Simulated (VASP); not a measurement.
Band structure of AgO (space group Cccm). Calculation: PBEsol GGA, VASP's PBE PAW potentials (set 64) (plane waves; VASP).

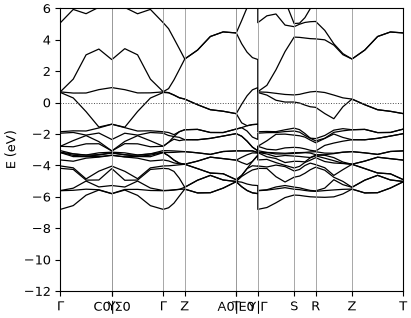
*Bands along high-symmetry lines, zero at the valence-band maximum or, without a gap, the Fermi level*

Problem. Read the plot: is there a gap, and where are the band edges?

Solution. It has no gap at this level: it comes out as a metal or semimetal.

The structure comes from a computed database's AgO entry (Cccm); how it stands against other phases isn't given here. The cell was not relaxed at this level.
